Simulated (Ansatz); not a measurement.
# C3H8Ge (Ge(eta1-allyl)H3) at 4 levels

Wanted: a comparison of 4 runs (HF/STO-3G, HF/3-21G, HF/def2-TZVP, B3LYP/6-31G*) of C3H8Ge (Ge(eta1-allyl)H3). 

Program for the calculation: Ansatz 0.2.0.

6 further runs of the same task are left out: 2 that didn't finish, 4 set aside as unsound or not needed.

### 1 Starting point

C3H8Ge has 12 atoms, charge 0, and is taken as a singlet. SMILES: `[H][Ge]([H])([H])[CH2]C=C`. The shape comes from GFN2-xTB, which is rough for such elements, and wasn't checked as a minimum. This is one conformer, not always the lowest.

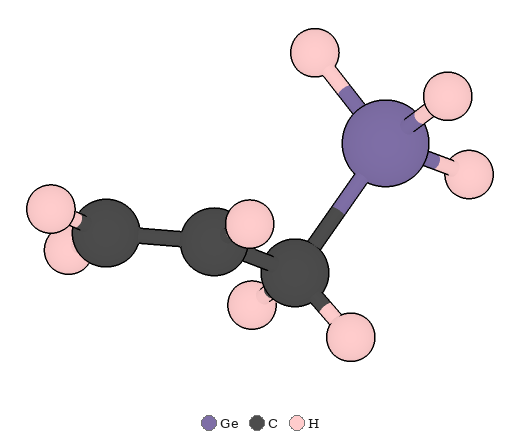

The structure, seen from a chosen angle (germanium purple, carbon dark grey, hydrogen pink).

### 2 Energy and forces at HF/STO-3G (run 1)

The input, input.yaml:

```yaml
crystal:
  periodic: [false, false, false]
  atoms:
    - {symbol: Ge, position_ang: [-0.073420, -0.710680, -1.664130]}
    - {symbol: C, position_ang: [-0.071040, -0.770840, 0.317400]}
    - {symbol: C, position_ang: [0.510760, 0.474320, 0.885210]}
    - {symbol: C, position_ang: [-0.184250, 1.414060, 1.500710]}
    - {symbol: H, position_ang: [0.515850, -1.637130, 0.631200]}
    - {symbol: H, position_ang: [-1.094420, -0.910390, 0.669180]}
    - {symbol: H, position_ang: [1.578990, 0.594390, 0.746880]}
    - {symbol: H, position_ang: [-1.247750, 1.322280, 1.652180]}
    - {symbol: H, position_ang: [0.278170, 2.308200, 1.882750]}
    - {symbol: H, position_ang: [1.309970, -0.537660, -2.206010]}
    - {symbol: H, position_ang: [-0.895800, 0.429410, -2.170740]}
    - {symbol: H, position_ang: [-0.627080, -1.975980, -2.244640]}
basis:
  gaussian:
    orbitals: STO-3G
hamiltonian:
  xc: hf
accuracy: high
output: {forces: true, orbitals: {seedname: orbitals}}
```

On the command line:

```bash
$ ansatz run input.yaml --threads 1 --pin off --max-ram 3480MiB --events-out events.jsonl --progress --plain --runs-dir runs
```

Standard output, cut to the lines that bear on the results:

```text
Warning: RAYON_NUM_THREADS=1 ignored (pool sized by the plan → 1); use --threads N
Functional definition: HF
  name "HF"
[...]
758 factors; integrals over basis functions are off by at most 3.0e-9 eV
[...]
mean field -59010.71663948 eV, -2168.6038376005 hartree, gradient 2.3e-8 eV, S^2 0.000000; 0 other end points of the search recorded, 0 dependent functions left out
[...]
reference -59010.71663948 eV, -2168.6038376005 hartree; 29, 29 occupied and 12, 12 virtual orbitals, 758 factors
Total energy: -59010.71663948 eV, -2168.6038376005 hartree
Atom 0 at    -0.073420    -0.710680    -1.664130 Å, force    -0.023520    -0.120445    -0.904889 eV/Å
Atom 1 at    -0.071040    -0.770840     0.317400 Å, force    -0.503490    -1.184400    -1.670285 eV/Å
Atom 2 at     0.510760     0.474320     0.885210 Å, force    -0.230523     1.609696     1.039000 eV/Å
Atom 3 at    -0.184250     1.414060     1.500710 Å, force     0.660647    -0.762432    -0.453439 eV/Å
Atom 4 at     0.515850    -1.637130     0.631200 Å, force    -0.203118     0.210679    -0.020673 eV/Å
Atom 5 at    -1.094420    -0.910390     0.669180 Å, force     0.331050     0.011308    -0.040931 eV/Å
Atom 6 at     1.578990     0.594390     0.746880 Å, force     0.065598     0.075837     0.041742 eV/Å
Atom 7 at    -1.247750     1.322280     1.652180 Å, force    -0.122012     0.026352     0.027777 eV/Å
Atom 8 at     0.278170     2.308200     1.882750 Å, force     0.055764     0.156640     0.053110 eV/Å
Atom 9 at     1.309970    -0.537660    -2.206010 Å, force    -1.116084    -0.151253     0.658672 eV/Å
Atom 10 at    -0.895800     0.429410    -2.170740 Å, force     0.637604    -0.936663     0.600304 eV/Å
Atom 11 at    -0.627080    -1.975980    -2.244640 Å, force     0.448085     1.064681     0.669611 eV/Å
Dipole moment:     0.010170    -0.077513    -0.031115 e Å
```

Wall time 3.3 s (1 thread of Intel Xeon at 2.70GHz, shared host).

### 3 Energy and gradient at HF/3-21G (run 2)

The input, molecule.yaml:

```yaml
crystal:
  periodic: [false, false, false]
  atoms:
    - {symbol: Ge, position_ang: [-0.073420, -0.710680, -1.664130]}
    - {symbol: C, position_ang: [-0.071040, -0.770840, 0.317400]}
    - {symbol: C, position_ang: [0.510760, 0.474320, 0.885210]}
    - {symbol: C, position_ang: [-0.184250, 1.414060, 1.500710]}
    - {symbol: H, position_ang: [0.515850, -1.637130, 0.631200]}
    - {symbol: H, position_ang: [-1.094420, -0.910390, 0.669180]}
    - {symbol: H, position_ang: [1.578990, 0.594390, 0.746880]}
    - {symbol: H, position_ang: [-1.247750, 1.322280, 1.652180]}
    - {symbol: H, position_ang: [0.278170, 2.308200, 1.882750]}
    - {symbol: H, position_ang: [1.309970, -0.537660, -2.206010]}
    - {symbol: H, position_ang: [-0.895800, 0.429410, -2.170740]}
    - {symbol: H, position_ang: [-0.627080, -1.975980, -2.244640]}
basis:
  gaussian:
    orbitals: 3-21G-spherical.json
magnetization:
  spin_polarized: false
  initial_magnetization: 0
hamiltonian:
  xc: hf
accuracy: high
output: {forces: true, orbitals: {seedname: orbitals}}
```

The basis set 3-21G is read from a file made from the Basis Set Exchange's data (not shown).

On the command line:

```bash
$ ansatz run molecule.yaml --threads 1 --pin off --max-ram 3480MiB --events-out events.jsonl --progress --plain --runs-dir runs
```

Standard output, cut to the lines that bear on the results:

```text
Warning: RAYON_NUM_THREADS=1 ignored (pool sized by the plan → 1); use --threads N
Functional definition: HF
  name "HF"
[...]
1417 factors; integrals over basis functions are off by at most 1.2e-8 eV
[...]
mean field -59399.98500070 eV, -2182.9091860198 hartree, gradient 2.8e-8 eV, S^2 0.000000; 0 other end points of the search recorded, 0 dependent functions left out
[...]
reference -59399.98500070 eV, -2182.9091860198 hartree; 29, 29 occupied and 36, 36 virtual orbitals, 1417 factors
Total energy: -59399.98500070 eV, -2182.9091860198 hartree
Atom 0 at    -0.073420    -0.710680    -1.664130 Å, force    -0.088804    -0.153323     0.763504 eV/Å
Atom 1 at    -0.071040    -0.770840     0.317400 Å, force    -0.166461    -0.493816    -0.435865 eV/Å
Atom 2 at     0.510760     0.474320     0.885210 Å, force     0.202045     0.584247     0.332765 eV/Å
Atom 3 at    -0.184250     1.414060     1.500710 Å, force     0.137187     0.003170    -0.002849 eV/Å
Atom 4 at     0.515850    -1.637130     0.631200 Å, force    -0.195524     0.135558    -0.084550 eV/Å
Atom 5 at    -1.094420    -0.910390     0.669180 Å, force     0.253145    -0.036783    -0.093041 eV/Å
Atom 6 at     1.578990     0.594390     0.746880 Å, force    -0.247264     0.029223     0.096798 eV/Å
Atom 7 at    -1.247750     1.322280     1.652180 Å, force     0.134875     0.015259    -0.014415 eV/Å
Atom 8 at     0.278170     2.308200     1.882750 Å, force    -0.047904    -0.121701    -0.075060 eV/Å
Atom 9 at     1.309970    -0.537660    -2.206010 Å, force     0.869561     0.113760    -0.138885 eV/Å
Atom 10 at    -0.895800     0.429410    -2.170740 Å, force    -0.517259     0.680254    -0.137374 eV/Å
Atom 11 at    -0.627080    -1.975980    -2.244640 Å, force    -0.333597    -0.755847    -0.211027 eV/Å
Dipole moment:     0.010492    -0.054392     0.073507 e Å
```

Run time: 3.6 s. Hardware: 1 thread of Intel Xeon at 2.70GHz, shared host.

Run 3 isn't shown in full; the table further down has it.

### 4 Energy and gradient at B3LYP/6-31G(d) (spherical functions) (run 4)

The input, in.yaml:

```yaml
crystal:
  periodic: [false, false, false]
  atoms:
    - {symbol: Ge, position_ang: [-0.073420, -0.710680, -1.664130]}
    - {symbol: C, position_ang: [-0.071040, -0.770840, 0.317400]}
    - {symbol: C, position_ang: [0.510760, 0.474320, 0.885210]}
    - {symbol: C, position_ang: [-0.184250, 1.414060, 1.500710]}
    - {symbol: H, position_ang: [0.515850, -1.637130, 0.631200]}
    - {symbol: H, position_ang: [-1.094420, -0.910390, 0.669180]}
    - {symbol: H, position_ang: [1.578990, 0.594390, 0.746880]}
    - {symbol: H, position_ang: [-1.247750, 1.322280, 1.652180]}
    - {symbol: H, position_ang: [0.278170, 2.308200, 1.882750]}
    - {symbol: H, position_ang: [1.309970, -0.537660, -2.206010]}
    - {symbol: H, position_ang: [-0.895800, 0.429410, -2.170740]}
    - {symbol: H, position_ang: [-0.627080, -1.975980, -2.244640]}
basis:
  gaussian: {orbitals: 6-31G_st_-spherical.json}
hamiltonian: {xc: {name: B3LYP}}
accuracy: high
output: {forces: true, orbitals: {seedname: orbitals}}
```

The basis set 6-31G* is read from a file made from the Basis Set Exchange's data (not shown).

On the command line:

```bash
$ ansatz run in.yaml --threads 1 --pin off --max-ram 3480MiB --events-out events.jsonl --progress --plain --runs-dir runs
```

Standard output, cut to the lines that bear on the results:

```text
Warning: RAYON_NUM_THREADS=1 ignored (pool sized by the plan → 1); use --threads N
Functional definition: B3LYP
  name "B3LYP"
[...]
2149 factors; integrals over basis functions are off by at most 9.6e-9 eV
[...]
mean field -59752.27222106 eV, -2195.8555025791 hartree, gradient 1.1e-8 eV, S^2 0.000000; 0 other end points of the search recorded, 0 dependent functions left out
[...]
reference -59752.27226532 eV, -2195.8555042056 hartree; 29, 29 occupied and 61, 61 virtual orbitals, 2149 factors
Total energy: -59752.27226532 eV, -2195.8555042056 hartree
Atom 0 at    -0.073420    -0.710680    -1.664130 Å, force    -0.058591    -0.148286     0.681233 eV/Å
Atom 1 at    -0.071040    -0.770840     0.317400 Å, force     0.035276    -0.066073    -0.017680 eV/Å
Atom 2 at     0.510760     0.474320     0.885210 Å, force     0.276857    -0.413586    -0.277535 eV/Å
Atom 3 at    -0.184250     1.414060     1.500710 Å, force    -0.192242     0.491987     0.311940 eV/Å
Atom 4 at     0.515850    -1.637130     0.631200 Å, force     0.027565    -0.203319    -0.065475 eV/Å
Atom 5 at    -1.094420    -0.910390     0.669180 Å, force    -0.150565    -0.075515    -0.044645 eV/Å
Atom 6 at     1.578990     0.594390     0.746880 Å, force     0.260865     0.096057     0.013595 eV/Å
Atom 7 at    -1.247750     1.322280     1.652180 Å, force    -0.375262    -0.029599     0.057186 eV/Å
Atom 8 at     0.278170     2.308200     1.882750 Å, force     0.161921     0.309690     0.120606 eV/Å
Atom 9 at     1.309970    -0.537660    -2.206010 Å, force     0.949506     0.117812    -0.245218 eV/Å
Atom 10 at    -0.895800     0.429410    -2.170740 Å, force    -0.569892     0.762285    -0.223123 eV/Å
Atom 11 at    -0.627080    -1.975980    -2.244640 Å, force    -0.365437    -0.841453    -0.310885 eV/Å
Dipole moment:     0.013274    -0.064072     0.100577 e Å
```

It took 15 s on 1 thread of Intel Xeon at 2.70GHz, shared host.

### 5 Overview of the runs

```csv
run,level,energy (Eh),dipole moment (D),HOMO energy (eV),LUMO energy (eV),wall time
1,HF/STO-3G,-2168.603838,0.40,-7.82,8.79,3.3 s
2,HF/3-21G,-2182.909186,0.44,-9.38,4.42,3.6 s
3,HF/def2-TZVP,-2193.637703,0.52,-9.47,3.58,33 s
4,B3LYP/6-31G* (spherical functions),-2195.855504,0.58,-6.63,0.43,15 s
```

### 6 What came out

```
                       quantity           value
            run 4: total energy  -2195.85550 Eh
           run 4: dipole moment          0.58 D
             run 4: HOMO energy        -6.63 eV
             run 4: LUMO energy         0.43 eV
           run 4: HOMO–LUMO gap         7.06 eV
run 4: largest force on an atom      0.988 eV/Å
```

**Reading.** The dipole moment (its size) runs from 0.40 D (HF/STO-3G) to 0.58 D (B3LYP/6-31G*). The two ends differ in method and basis. The HOMO–LUMO gap runs from 7.06 eV (B3LYP/6-31G*) to 16.61 eV (HF/STO-3G). In run 1 the basis is minimal, so the values are rough. All runs together took 55 s, the longest 33 s.
